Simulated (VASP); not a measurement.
Band structure of NiTe (space group Pm-3m). Method: PBE GGA, VASP's PBE PAW potentials (set 64) (plane waves; VASP 6.6.1).

Unless said otherwise, spin-orbit coupling is left out, though it shifts the bands of the heavy elements here.

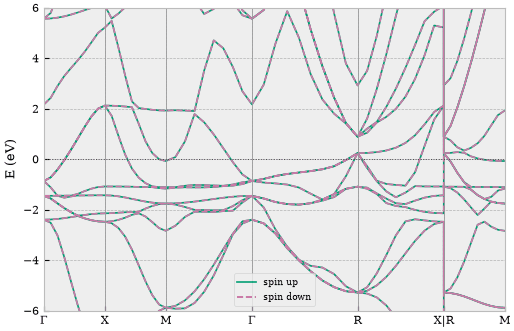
Bands along high-symmetry lines, zero at the valence-band maximum or, without a gap, the Fermi level

Problem. Read the plot: is there a gap, and where are the band edges?

Solution. It has no gap at this level: it comes out as a metal or semimetal.

The structure was generated: NiTe was put into an ordered model structure, which need not be its known phase. The cell was not relaxed at this level.
